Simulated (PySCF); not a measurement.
```yaml
atoms:
  - { symbol: C, position_ang: [-3.0699, -0.2345, 0.8050] }
  - { symbol: C, position_ang: [-1.8511, 0.0622, 0.3707] }
  - { symbol: C, position_ang: [-1.6391, 0.9914, -0.7868] }
  - { symbol: Si, position_ang: [-0.3043, -0.6611, 1.1775] }
  - { symbol: C, position_ang: [0.7124, -1.4952, -0.1987] }
  - { symbol: F, position_ang: [0.0705, -2.5969, -0.6877] }
  - { symbol: C, position_ang: [1.8852, -1.1903, -0.7443] }
  - { symbol: Si, position_ang: [2.9983, 0.2353, -0.2599] }
  - { symbol: C, position_ang: [1.9995, 1.8172, -0.2976] }
  - { symbol: N, position_ang: [1.3861, 2.7846, -0.3225] }
  - { symbol: H, position_ang: [-3.2357, -0.9049, 1.6315] }
  - { symbol: H, position_ang: [-3.9568, 0.1799, 0.3490] }
  - { symbol: H, position_ang: [-2.5851, 1.3878, -1.1505] }
  - { symbol: H, position_ang: [-1.1451, 0.4650, -1.6039] }
  - { symbol: H, position_ang: [-0.9947, 1.8210, -0.4989] }
  - { symbol: H, position_ang: [-0.6511, -1.7160, 2.1331] }
  - { symbol: H, position_ang: [0.5459, 0.3712, 1.7796] }
  - { symbol: H, position_ang: [2.2469, -1.8403, -1.5349] }
  - { symbol: H, position_ang: [4.0519, 0.4138, -1.2641] }
  - { symbol: H, position_ang: [3.5310, 0.1204, 1.1004] }
```

Geometry: GFN2-xTB.

These are results of PySCF, PBE0/pcSseg-1, SCF density, gas phase, non-relativistic, not measurements.

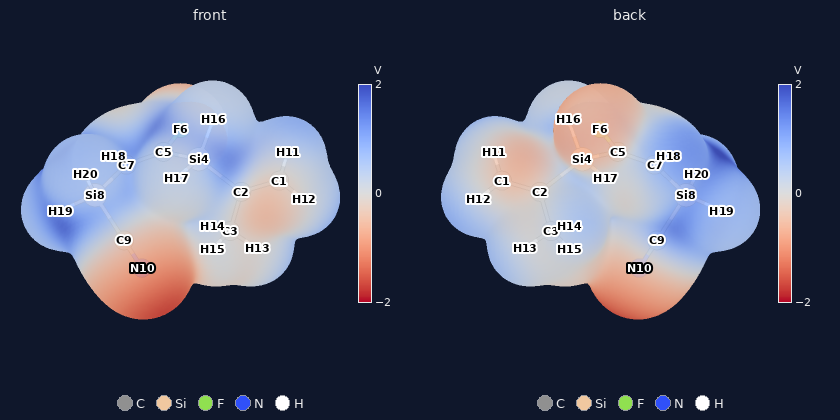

C6H10FNSi2. The molecular electrostatic potential painted on the density surface at 0.002 e/bohr³, seen from the front and from behind; the colour scale runs from red (negative) to blue (positive).

Where is the surface potential most negative and most positive?

Answer. The most negative region (about −1.6 V) lies over N10, the most positive (about +1.8 V) over Si8. N10 is the likeliest acceptor of a hydrogen bond.

How polar is the molecule by this calculation?

Answer. Its dipole moment is 2.20 D.
